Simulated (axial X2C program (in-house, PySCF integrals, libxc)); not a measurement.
# All-electron X2C curves of BrGe⁺

Aim: find the lowest determinant of BrGe⁺, scan the bond at several levels and fit the constants, once spin-free and once with spin–orbit coupling.

Computed with an in-house X2C program for linear molecules on PySCF integrals. Level: all-electron X2C, Br dyall-cv3z, Ge dyall-cv3z.

All values are calculated.

## (1) Input

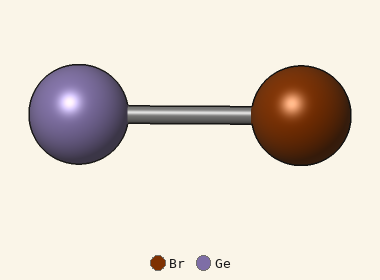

The two atoms at 2.350 Å (bromine brown, germanium purple).

Contents of task.json:

```json
{
 "zs": [
  35,
  32
 ],
 "q": 1,
 "bas": [
  "dyall-cv3z",
  "dyall-cv3z"
 ],
 "levels": [
  "PBE0",
  "HF",
  "BLYP"
 ],
 "cc": true,
 "r0": 2.35,
 "thr": -1.0,
 "nmax": 90,
 "npts": 10,
 "nst": 2,
 "ntry": 6
}
```

Keys: zs atomic numbers; q charge; bas basis sets; levels methods (HF also brings MP2); cc coupled cluster on or off; r0 starting distance in Å; thr threshold in hartree for freezing inner shells (an s shell follows its p shell); nmax most natural virtual spinors; npts points asked for on the curve; nst determinants followed; ntry starts of the search.

The run is started by

```sh
$ python so2c.py task.json out
```

Spin-free means the one-electron spin-free X2C Hamiltonian; two-component (2c) means X2C with spin–orbit coupling and atomic mean-field two-electron Coulomb and Gaunt terms. Basis: Br dyall-cv3z contracted to [8s9p6d4f1g], Ge dyall-cv3z contracted to [9s9p7d4f1g]; Gaussian nuclei, density fitting. Masses: Br 78.918 u, Ge 73.921 u.

Notation: σ, π±, δ± give the projection m of an orbital's angular momentum (0, ±1, ±2), α and β its spin, Λ and M_S the sums; ω is the projection of a spinor's total angular momentum and Ω the sum. Logs are in hartree.

The results follow Hamiltonian by Hamiltonian and level by level.

## (2) Search for the lowest determinant

PBE0 moves the distance from 2.350 Å to 2.206 Å and compares determinants there.

Spin-free determinants:

```json
{"ΔE (eV)": "0.00", "state": "M_S = 0, Λ = 0", "open shells": "closed shell"}
{"ΔE (eV)": "3.77", "state": "M_S = 1, Λ = 1", "open shells": "beyond closed shells: σα, π+α"}
{"ΔE (eV)": "4.19", "state": "M_S = 0, Λ = 1", "open shells": "beyond closed shells: σα, π+β"}
{"ΔE (eV)": "4.32", "state": "M_S = 1, Λ = 0", "open shells": "beyond closed shells: π+α, π+β, 2 × π-α"}
{"ΔE (eV)": "4.32", "state": "M_S = 1, Λ = 2", "open shells": "beyond closed shells: 2 × π+α, π+β, π-α"}
{"ΔE (eV)": "4.43", "state": "M_S = 0, Λ = 2", "open shells": "beyond closed shells: π+α, 2 × π+β, π-α"}
```

Two-component determinants:

```json
{"ΔE (eV)": "0.00", "state": "Ω = 0", "open shells": "closed shell"}
{"ΔE (eV)": "3.84", "state": "Ω = 2", "open shells": "excess of +ω over −ω: ω = 1/2, ω = 3/2"}
{"ΔE (eV)": "4.04", "state": "Ω = 1", "open shells": "excess of +ω over −ω: 2 × ω = 1/2"}
{"ΔE (eV)": "4.09", "state": "Ω = 1", "open shells": "excess of +ω over −ω: ω = -1/2, ω = 3/2"}
{"ΔE (eV)": "4.20", "state": "Ω = 2", "open shells": "excess of +ω over −ω: ω = 1/2, ω = 3/2"}
{"ΔE (eV)": "4.21", "state": "Ω = 1", "open shells": "excess of +ω over −ω: ω = -1/2, ω = 3/2"}
{"ΔE (eV)": "4.25", "state": "Ω = 3", "open shells": "excess of +ω over −ω: 2 × ω = 3/2"}
```

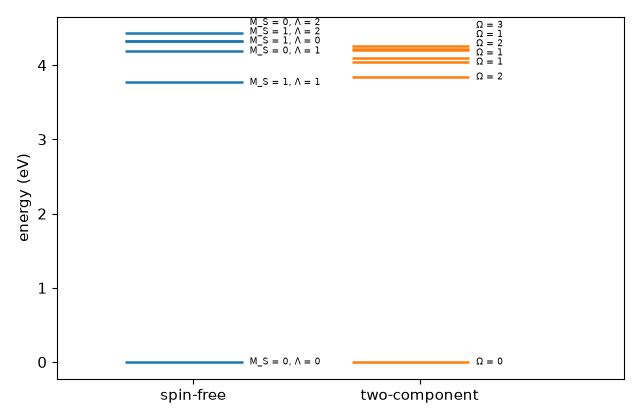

The determinants found, each set from its own lowest.

## (3) PBE0, spin-free

State followed: M_S = 0, Λ = 0 (closed shell). The scan is laid around 2.206 Å, a first estimate of the minimum, and this SCF restarts from the orbitals of the search.

Output at 2.206 Å:

```text
spin-free X2C-1e  PBE0
basis functions 210  fitting functions 1191  grid points 5801
iter        total energy     max residual
   1      -4704.407289780     2.89e-06
   2      -4704.407289780     3.12e-06
converged
one-electron -7065.28674895  Coulomb 2264.62511068  exact exchange -42.35417972  xc functional -130.05805213  nuclear repulsion 268.66658034
```

Along the bond, energies from the lowest point:

| R (Å) | E (eV) | μ (D) | HOMO (eV) | LUMO (eV) | iterations |
| --- | --- | --- | --- | --- | --- |
| 1.919 | 1.1189 | 1.46 | -15.31 | -8.78 | 22 |
| 2.007 | 0.4565 | 2.04 | -15.42 | -8.95 | 17 |
| 2.074 | 0.1765 | 2.47 | -15.47 | -9.08 | 14 |
| 2.140 | 0.0349 | 2.91 | -15.49 | -9.20 | 13 |
| 2.206 | 0.0000 | 3.34 | -15.36 | -9.32 | 2 |
| 2.283 | 0.0609 | 3.85 | -15.06 | -9.45 | 15 |
| 2.360 | 0.2021 | 4.33 | -14.77 | -9.58 | 14 |
| 2.460 | 0.4649 | 4.94 | -14.44 | -9.74 | 14 |
| 2.581 | 0.8620 | 5.65 | -14.08 | -9.92 | 14 |
| 2.757 | 1.5065 | 6.61 | -13.63 | -10.14 | 14 |

Dipoles are positive if Ge is the positive end and refer to the centre of mass.

Outer orbitals at the reference distance:

```json
{"symmetry": "σα", "occupied": "yes", "ε (eV)": "-29.10", "atomic character": "76% Br s, 9% Ge p, 8% Ge s"}
{"symmetry": "σα", "occupied": "yes", "ε (eV)": "-20.90", "atomic character": "61% Ge s, 28% Br p, 8% Br s"}
{"symmetry": "σα", "occupied": "yes", "ε (eV)": "-15.48", "atomic character": "45% Br p, 31% Ge p, 20% Ge s"}
{"symmetry": "π+α", "occupied": "yes", "ε (eV)": "-15.36", "atomic character": "82% Br p, 12% Ge p, 4% Ge d"}
{"symmetry": "π-α", "occupied": "yes", "ε (eV)": "-15.36", "atomic character": "82% Br p, 12% Ge p, 4% Ge d"}
{"symmetry": "π+α", "occupied": "no", "ε (eV)": "-9.32", "atomic character": "84% Ge p, 11% Br p, 4% Br d"}
{"symmetry": "π-α", "occupied": "no", "ε (eV)": "-9.32", "atomic character": "84% Ge p, 11% Br p, 4% Br d"}
{"symmetry": "σα", "occupied": "no", "ε (eV)": "-6.00", "atomic character": "50% Ge p, 17% Ge d, 15% Br p"}
{"symmetry": "σα", "occupied": "no", "ε (eV)": "-3.18", "atomic character": "68% Ge s, 11% Br d, 7% Ge d"}
```

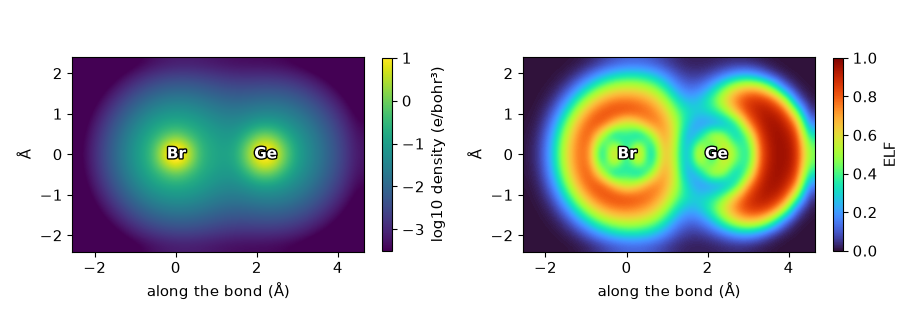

PBE0 fields in a plane through the axis, from a grid of 0.3 Å; Br lies at z = 0 and Ge at z = 2.206 Å; the ELF is damped to zero where the density is low.

Re = 2.198 Å, ωe = 369 cm⁻¹, ωexe = 0.724 cm⁻¹, Be = 0.09139 cm⁻¹, De = 4.31 eV, μ = 3.29 D.

## (4) HF, spin-free

The SCF at the reference distance of 2.206 Å:

```text
spin-free X2C-1e  HF
basis functions 210  fitting functions 1191  grid points 5801
iter        total energy     max residual
   1      -4701.411776794     2.87e-01
   2      -4701.446736834     1.03e-02
   3      -4701.447992530     1.24e-02
   4      -4701.448297295     3.59e-03
   5      -4701.448323098     5.90e-04
   6      -4701.448328537     6.98e-04
   7      -4701.448329187     1.07e-04
   8      -4701.448329258     5.86e-05
   9      -4701.448329264     6.51e-06
  10      -4701.448329264     9.98e-07
converged
one-electron -7065.49331344  Coulomb 2264.97287391  exact exchange -169.59447007  xc functional 0.00000000  nuclear repulsion 268.66658034
```

Re = 2.195 Å, ωe = 378 cm⁻¹, ωexe = 0.719 cm⁻¹, Be = 0.09166 cm⁻¹, De = 2.73 eV, μ = 3.84 D.

## (5) BLYP, spin-free

The SCF at the reference distance of 2.206 Å:

```text
spin-free X2C-1e  BLYP
basis functions 210  fitting functions 1191  grid points 5801
iter        total energy     max residual
   1      -4705.165825993     1.22e-01
   2      -4705.172450941     1.62e-02
   3      -4705.174696121     1.76e-02
   4      -4705.174933332     9.27e-03
   5      -4705.175233712     5.81e-03
   6      -4705.175285368     1.92e-03
   7      -4705.175290857     1.47e-04
   8      -4705.175290970     1.42e-04
   9      -4705.175291066     2.42e-05
  10      -4705.175291068     1.65e-05
converged
one-electron -7064.69759977  Coulomb 2263.98522125  exact exchange 0.00000000  xc functional -173.12949288  nuclear repulsion 268.66658034
```

Re = 2.244 Å, ωe = 338 cm⁻¹, ωexe = 0.758 cm⁻¹, Be = 0.08768 cm⁻¹, De = 4.34 eV, μ = 3.27 D.

## (6) Correlated methods, spin-free

Correlated methods: 10 electrons correlated (frozen shells, counted by type: Br 3 s, 2 p, 1 d; Ge 3 s, 2 p, 1 d), 250 virtual spinors in MP2, 90 natural virtuals in coupled cluster.

Output of the correlated part at 2.206 Å:

```text
correlated 10  virtual 250  natural virtual 90  E(MP2) -0.230185084  MP2 remainder -0.006039940
iter   CCSD correlation   residual
   1     -0.237866060   1.23e-01
   2     -0.244429618   5.23e-02
   3     -0.246743867   2.26e-02
   4     -0.246705356   6.70e-03
   5     -0.246747681   2.45e-03
   6     -0.246756066   9.78e-04
   7     -0.246757248   2.26e-04
   8     -0.246759532   6.73e-05
   9     -0.246758709   2.04e-05
  10     -0.246758725   6.05e-06
(T) -0.011889499  T1 0.0290  D1 0.0426  max T2 0.071
```

T1 in the output is the amplitude norm over the root of the electron number; divide by √2 for the Lee–Taylor value.

MP2: Re = 2.201 Å, ωe = 376 cm⁻¹, Be = 0.09114 cm⁻¹, De = 4.19 eV.

CCSD: Re = 2.203 Å, ωe = 373 cm⁻¹, ωexe = 0.738 cm⁻¹, Be = 0.09099 cm⁻¹, De = 3.91 eV. T1 at Re = 0.020 (Lee–Taylor, the printed value over √2).

CCSD(T): Re = 2.210 Å, ωe = 367 cm⁻¹, ωexe = 0.746 cm⁻¹, Be = 0.09039 cm⁻¹, De = 4.10 eV. T1 at Re = 0.021 (Lee–Taylor, the printed value over √2).

## (7) The spin-free curves together

Energy (eV) of the followed determinant, spin-free, from each level's lowest point:

| R (Å) | PBE0 | HF | MP2 | CCSD | CCSD(T) | BLYP |
| --- | --- | --- | --- | --- | --- | --- |
| 1.919 | 1.119 | 1.141 | 1.188 | n/a | n/a | 1.360 |
| 2.007 | 0.456 | 0.460 | 0.490 | 0.495 | 0.521 | 0.622 |
| 2.074 | 0.177 | 0.174 | 0.193 | 0.197 | 0.215 | 0.287 |
| 2.140 | 0.035 | 0.032 | 0.041 | 0.043 | 0.052 | 0.090 |
| 2.206 | 0.000 | 0.000 | 0.000 | 0.000 | 0.000 | 0.001 |
| 2.283 | 0.061 | 0.068 | 0.060 | 0.056 | 0.045 | 0.000 |
| 2.360 | 0.202 | 0.219 | 0.204 | 0.196 | 0.174 | 0.081 |
| 2.460 | 0.465 | 0.498 | 0.477 | 0.461 | 0.423 | 0.268 |
| 2.581 | 0.862 | 0.918 | 0.894 | n/a | n/a | 0.576 |
| 2.757 | 1.507 | 1.601 | 1.575 | n/a | n/a | 1.096 |

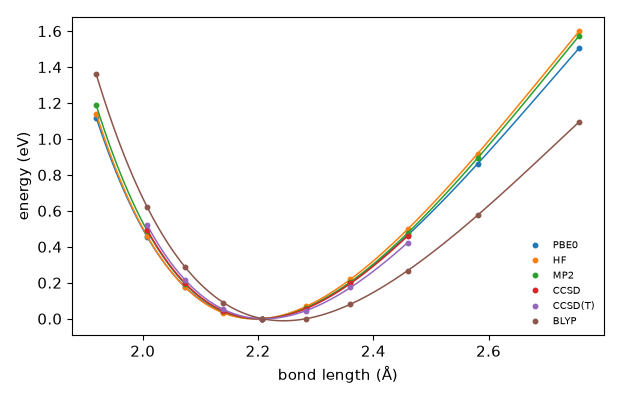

Curves of the followed state, spin-free, each from its own lowest point.

## (8) PBE0, 2c

State followed: Ω = 0 (closed shell). The scan is laid around 2.206 Å, a first estimate of the minimum, and this SCF restarts from the orbitals of the search.

The SCF at the reference distance of 2.206 Å:

```text
two-component X2C + atomic mean field  PBE0
basis functions 210  fitting functions 1191  grid points 5801
iter        total energy     max residual
   1      -4702.833047761     4.18e-05
   2      -4702.833047762     7.83e-06
converged
one-electron -7061.22029636  Coulomb 2263.77913467  exact exchange -42.33745349  xc functional -130.00667518  nuclear repulsion 268.66658034  atomic mean-field constant -1.71433774
```

Along the bond, energies from the lowest point:

| R (Å) | E (eV) | μ (D) | HOMO (eV) | LUMO (eV) | iterations |
| --- | --- | --- | --- | --- | --- |
| 1.919 | 1.1280 | 1.45 | -15.30 | -8.86 | 24 |
| 2.007 | 0.4624 | 2.02 | -15.40 | -9.03 | 17 |
| 2.074 | 0.1803 | 2.46 | -15.44 | -9.15 | 14 |
| 2.140 | 0.0368 | 2.89 | -15.42 | -9.27 | 13 |
| 2.206 | 0.0000 | 3.33 | -15.21 | -9.39 | 2 |
| 2.283 | 0.0588 | 3.82 | -14.90 | -9.53 | 14 |
| 2.360 | 0.1980 | 4.31 | -14.62 | -9.65 | 14 |
| 2.460 | 0.4581 | 4.92 | -14.28 | -9.81 | 14 |
| 2.581 | 0.8519 | 5.62 | -13.92 | -9.98 | 14 |
| 2.757 | 1.4905 | 6.56 | -13.47 | -10.20 | 14 |

Dipoles are positive if Ge is the positive end and refer to the centre of mass.

Outer spinors at the reference distance:

```
  ω  occupied  ε (eV)              atomic character     λ mixture
1/2       yes  -29.11    76% Br s, 9% Ge p, 8% Ge s        100% σ
1/2       yes  -20.90   61% Ge s, 28% Br p, 8% Br s        100% σ
1/2       yes  -15.66   68% Br p, 18% Ge p, 9% Ge s  57% π, 43% σ
1/2       yes  -15.34  60% Br p, 24% Ge p, 11% Ge s  57% σ, 43% π
3/2       yes  -15.21   82% Br p, 12% Ge p, 4% Ge d        100% π
1/2        no   -9.39   84% Ge p, 11% Br p, 4% Br d        100% π
3/2        no   -9.22   83% Ge p, 12% Br p, 4% Br d        100% π
1/2        no   -5.99  50% Ge p, 17% Ge d, 15% Br p        100% σ
1/2        no   -3.17   68% Ge s, 11% Br d, 7% Ge d        100% σ
```

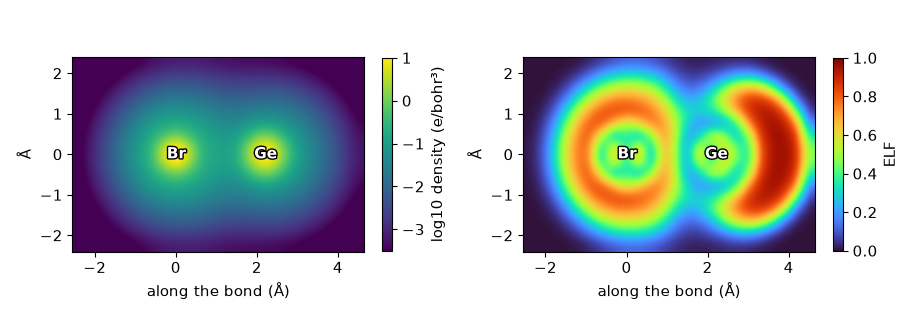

PBE0 fields in a plane through the axis, from a grid of 0.3 Å; Br lies at z = 0 and Ge at z = 2.206 Å; the ELF is damped to zero where the density is low.

Re = 2.200 Å, ωe = 368 cm⁻¹, ωexe = 0.728 cm⁻¹, Be = 0.09127 cm⁻¹, De = 4.19 eV, μ = 3.29 D.

## (9) HF, 2c

Output at 2.206 Å:

```text
two-component X2C + atomic mean field  HF
basis functions 210  fitting functions 1191  grid points 5801
iter        total energy     max residual
   1      -4699.838733051     2.87e-01
   2      -4699.873640609     1.03e-02
   3      -4699.874892008     1.23e-02
   4      -4699.875194776     3.59e-03
   5      -4699.875220448     5.54e-04
   6      -4699.875225859     6.99e-04
   7      -4699.875226511     1.06e-04
   8      -4699.875226583     5.94e-05
   9      -4699.875226589     6.79e-06
  10      -4699.875226589     2.03e-06
converged
one-electron -7061.42362045  Coulomb 2264.12343772  exact exchange -169.52728646  xc functional 0.00000000  nuclear repulsion 268.66658034  atomic mean-field constant -1.71433774
```

Re = 2.196 Å, ωe = 377 cm⁻¹, ωexe = 0.723 cm⁻¹, Be = 0.09155 cm⁻¹, De = 2.42 eV, μ = 3.83 D.

## (10) BLYP, 2c

The SCF at the reference distance of 2.206 Å:

```text
two-component X2C + atomic mean field  BLYP
basis functions 210  fitting functions 1191  grid points 5801
iter        total energy     max residual
   1      -4703.590680083     1.25e-01
   2      -4703.597326682     1.63e-02
   3      -4703.599547634     1.81e-02
   4      -4703.599776563     9.28e-03
   5      -4703.600079703     5.95e-03
   6      -4703.600130121     1.97e-03
   7      -4703.600135506     1.19e-04
   8      -4703.600135614     1.54e-04
   9      -4703.600135722     2.21e-05
  10      -4703.600135724     1.45e-05
converged
one-electron -7060.63088500  Coulomb 2263.13900315  exact exchange 0.00000000  xc functional -173.06049649  nuclear repulsion 268.66658034  atomic mean-field constant -1.71433774
```

Re = 2.246 Å, ωe = 337 cm⁻¹, ωexe = 0.763 cm⁻¹, Be = 0.08755 cm⁻¹, De = 4.17 eV, μ = 3.27 D.

## (11) MP2 and beyond, 2c

Correlated methods: 10 electrons correlated (frozen shells, counted by type: Br 3 s, 2 p, 1 d; Ge 3 s, 2 p, 1 d), 250 virtual spinors in MP2, 90 natural virtuals in coupled cluster.

Output of the correlated part at 2.206 Å:

```text
correlated 10  virtual 250  natural virtual 90  E(MP2) -0.230058746  MP2 remainder -0.006038552
iter   CCSD correlation   residual
   1     -0.237778427   1.22e-01
   2     -0.244343035   5.20e-02
   3     -0.246636400   2.25e-02
   4     -0.246598102   6.67e-03
   5     -0.246640112   2.44e-03
   6     -0.246648287   9.70e-04
   7     -0.246649502   2.25e-04
   8     -0.246651768   6.80e-05
   9     -0.246650941   2.18e-05
  10     -0.246650964   7.79e-06
  11     -0.246650822   3.60e-06
  12     -0.246650816   1.96e-06
(T) -0.011863211  T1 0.0288  D1 0.0426  max T2 0.062
```

MP2: Re = 2.203 Å, ωe = 375 cm⁻¹, Be = 0.09104 cm⁻¹, De = 3.94 eV.

CCSD: Re = 2.205 Å, ωe = 372 cm⁻¹, ωexe = 0.743 cm⁻¹, Be = 0.09088 cm⁻¹, De = 3.65 eV. T1 at Re = 0.020 (Lee–Taylor, the printed value over √2).

CCSD(T): Re = 2.212 Å, ωe = 366 cm⁻¹, ωexe = 0.751 cm⁻¹, Be = 0.09028 cm⁻¹, De = 3.84 eV. T1 at Re = 0.021 (Lee–Taylor, the printed value over √2).

## (12) The 2c curves together

Energy (eV) of the followed determinant, 2c, from each level's lowest point:

| R (Å) | PBE0 | HF | MP2 | CCSD | CCSD(T) | BLYP |
| --- | --- | --- | --- | --- | --- | --- |
| 1.919 | 1.128 | 1.150 | 1.196 | n/a | n/a | 1.371 |
| 2.007 | 0.462 | 0.466 | 0.496 | 0.501 | 0.527 | 0.630 |
| 2.074 | 0.180 | 0.178 | 0.197 | 0.201 | 0.218 | 0.292 |
| 2.140 | 0.037 | 0.034 | 0.042 | 0.045 | 0.054 | 0.094 |
| 2.206 | 0.000 | 0.000 | 0.000 | 0.000 | 0.000 | 0.003 |
| 2.283 | 0.059 | 0.066 | 0.058 | 0.054 | 0.043 | 0.000 |
| 2.360 | 0.198 | 0.215 | 0.201 | 0.192 | 0.170 | 0.079 |
| 2.460 | 0.458 | 0.492 | 0.471 | 0.454 | 0.417 | 0.263 |
| 2.581 | 0.852 | 0.909 | 0.885 | n/a | n/a | 0.568 |
| 2.757 | 1.491 | 1.585 | 1.561 | n/a | n/a | 1.083 |

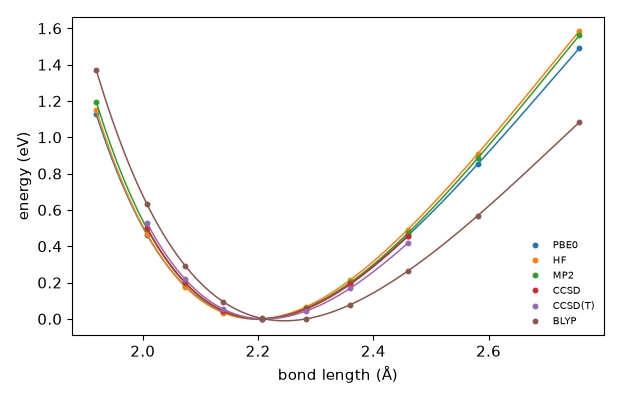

Curves of the followed state, 2c, each from its own lowest point.

The whole job took 2.1 min on 1 thread of AMD EPYC 7B13 (Zen 3), shared host; peak memory 0.69 GiB.

## (13) Constants

Lowest determinant that the search found at its distance, spin-free: M_S = 0, Λ = 0 (closed shell).

Lowest determinant that the search found at its distance, 2c: Ω = 0 (closed shell).

```
Hamiltonian    level  Re (Å)  ωe (cm⁻¹)  De (eV)  μ (D)
  spin-free     PBE0   2.198        369     4.31   3.29
  spin-free       HF   2.195        378     2.73   3.84
  spin-free      MP2   2.201        376     4.19    n/a
  spin-free     CCSD   2.203        373     3.91    n/a
  spin-free  CCSD(T)   2.210        367     4.10    n/a
  spin-free     BLYP   2.244        338     4.34   3.27
         2c     PBE0   2.200        368     4.19   3.29
         2c       HF   2.196        377     2.42   3.83
         2c      MP2   2.203        375     3.94    n/a
         2c     CCSD   2.205        372     3.65    n/a
         2c  CCSD(T)   2.212        366     3.84    n/a
         2c     BLYP   2.246        337     4.17   3.27
```

Dipoles are positive if Ge is the positive end and refer to the centre of mass.

Time per point (s) on 1 thread of AMD EPYC 7B13 (Zen 3), shared host (2c runs; CCSD comes with the CCSD(T) run); the times are rough: PBE0 0.7, HF 0.43, MP2 0.57, CCSD(T) 3.6, BLYP 0.44.

**Reading.** At CCSD(T), going from spin-free to two-component changes Re by +1 mÅ, ωe by -0.2 %; the spin-free picture holds up (part of it comes from the scalar share of the two-electron terms). De moves by -0.26 eV; both De rest on single-determinant atoms, which can miss part of an open shell's spin–orbit lowering.

De refers to Br + Ge+, each in the lowest determinant found, which need not be this curve's own limit. The state is a single determinant with fixed occupations, the lowest that a limited PBE0 search found. Closed shells are restricted here (equal orbitals for both partners), which fails at long range if the bond breaks into open shells. Dissociation energies refer to the lowest single-determinant-based atoms at the same level and basis. Coupled cluster ran in a truncated set of natural virtual spinors; the MP2 energy of the rest was added. With the outer-core shells frozen, correlated bond lengths of heavy atoms tend to come out a few hundredths of an ångström too long.
